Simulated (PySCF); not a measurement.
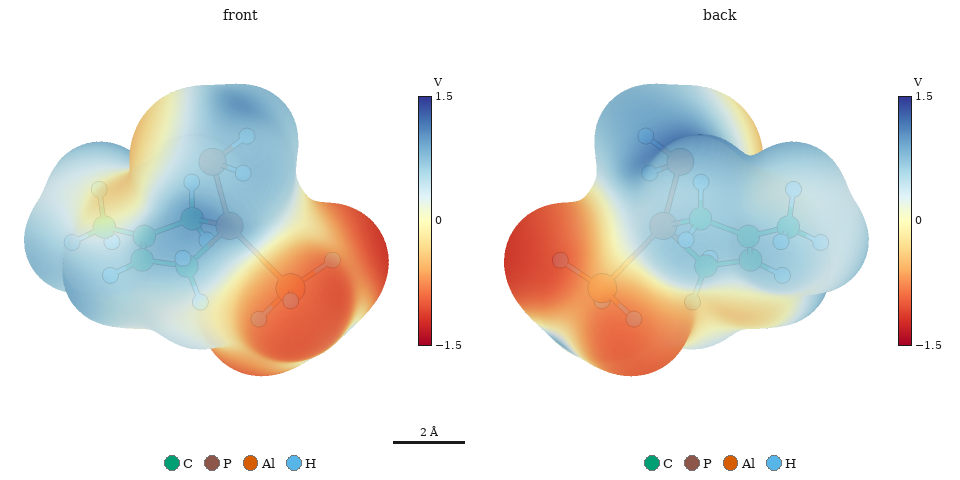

Figure 1: C5H13AlP2. The molecular electrostatic potential painted on the density surface at 0.001 e/bohr³, seen from the front and from behind; red is negative and blue positive.

Geometry: GFN2-xTB.

Level of theory: PBE0/pcSseg-1, SCF density, gas phase, non-relativistic (PySCF).

```yaml
atoms:
  - { symbol: C, position_ang: [-2.7506, -1.1841, -0.2439] }
  - { symbol: C, position_ang: [-1.4388, -0.5462, 0.0681] }
  - { symbol: C, position_ang: [-1.1003, 0.0317, 1.2107] }
  - { symbol: C, position_ang: [0.2853, 0.5856, 1.3193] }
  - { symbol: P, position_ang: [0.9581, 0.5702, -0.4008] }
  - { symbol: Al, position_ang: [3.0641, -0.5701, 0.2876] }
  - { symbol: P, position_ang: [0.1706, 2.4710, -1.0988] }
  - { symbol: C, position_ang: [-0.3666, -0.5787, -0.9899] }
  - { symbol: H, position_ang: [-2.6059, -2.2315, -0.5060] }
  - { symbol: H, position_ang: [-3.4223, -1.1234, 0.6076] }
  - { symbol: H, position_ang: [-3.2156, -0.6885, -1.0957] }
  - { symbol: H, position_ang: [-1.7572, 0.0967, 2.0640] }
  - { symbol: H, position_ang: [0.3048, 1.5934, 1.7457] }
  - { symbol: H, position_ang: [0.9244, -0.0546, 1.9458] }
  - { symbol: H, position_ang: [3.4456, 0.5046, 1.3741] }
  - { symbol: H, position_ang: [3.8490, -0.6321, -1.0639] }
  - { symbol: H, position_ang: [2.2993, -1.8568, 0.7824] }
  - { symbol: H, position_ang: [1.2711, 3.1645, -0.5953] }
  - { symbol: H, position_ang: [0.7658, 2.3300, -2.3531] }
  - { symbol: H, position_ang: [-0.7401, -0.2773, -1.9734] }
  - { symbol: H, position_ang: [0.0504, -1.5874, -1.0850] }
```

Q: Which sites attract a positive test charge, and which a negative one?

A: A positive charge is drawn to the negative regions and a negative charge to the positive ones. The most negative region (about −1.1 V) lies over H16, the most positive (about +1.1 V) over P5, P7, H19 and H20.

Q: What dipole moment does the calculation give?

A: Its dipole moment is 4.47 D.
